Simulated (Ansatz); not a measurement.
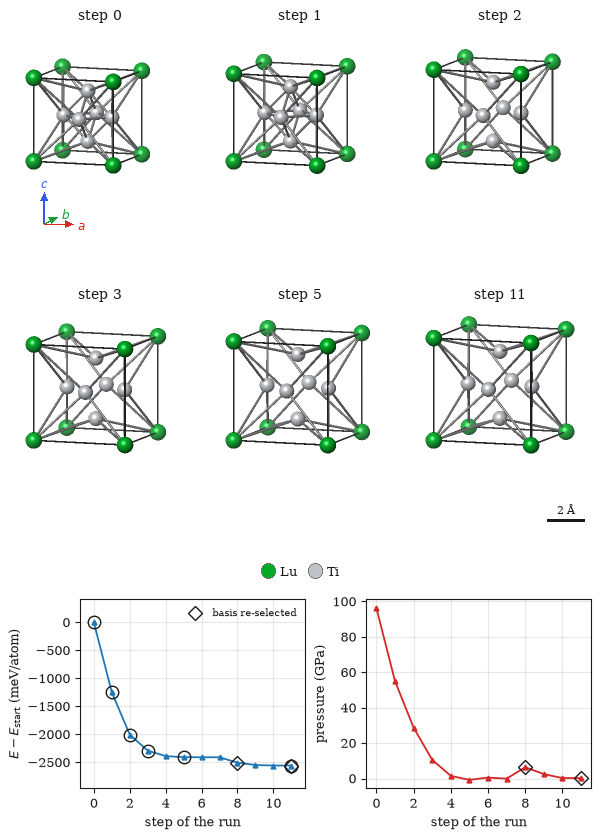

Frames of a relaxation of crystalline LuTi₆ (a generated structure, set up in Pm-3m) (coarse preliminary run), marked on the history of the run. Style: ball-and-stick. Shown: the cell of the calculation, slightly off an axis.

These are results of DFT PBE, scalar-relativistic, plane waves, PAW in Ansatz 0.2.0, not measurements. (plane-wave cutoff 420 eV; k-point mesh 4 × 4 × 4; occupations gaussian; smearing width 0.1 eV; no spin polarisation; cell and atoms relaxed; force threshold 0.04 eV/Å; at most 70 steps)

What happens along the run?

The energy falls by 2557 meV per atom in 9 accepted moves (11 points after the start). Largest force component: 9.4 eV/Å at the start, 0.04 eV/Å at the end. Pressure: 96.32 GPa at the start and 0.21 GPa at the end. At 2 points the geometry stayed and the basis and grid were re-selected for the new cell (energy shift of 97.2 meV per atom at most each time). The largest moves relative to the cell, 0.14 Å, are those of Ti atoms. Lu stays in place. The volume changes by +83.6 %, with a = b = c 4.664 → 5.710 Å (+22.4 %). Near-neighbour distances that change, for instance: Ti–Ti 2.821 → 3.744 Å, Lu–Ti 3.424 → 4.156 Å, Ti–Ti 1.995 → 2.648 Å, Ti–Ti 1.842 → 1.966 Å. Bonds break: Ti–Ti (2.00 → 2.65 Å). Bond angles that change, for instance: Lu–Ti–Lu 148.8° → 152.6°. The space group stays Pm-3m (No. 221). The run took 87 s on 1 thread of Arm Neoverse V2, on a shared host, peak memory 0.46 GiB. From step 0 to 1: Ti atoms move most (0.04 Å), volume +15.5 %, energy −1251 meV per atom. From step 1 to 2: Ti atoms move most (0.05 Å), volume +14.7 %, energy −753 meV per atom. From step 2 to 3: Ti atoms move most (0.02 Å), volume +14.3 %, energy −287 meV per atom. From step 3 to 5: Ti atoms move most (0.06 Å), volume +9.8 %, energy −117 meV per atom. From step 5 to 11: volume +10.5 %, energy −149 meV per atom.
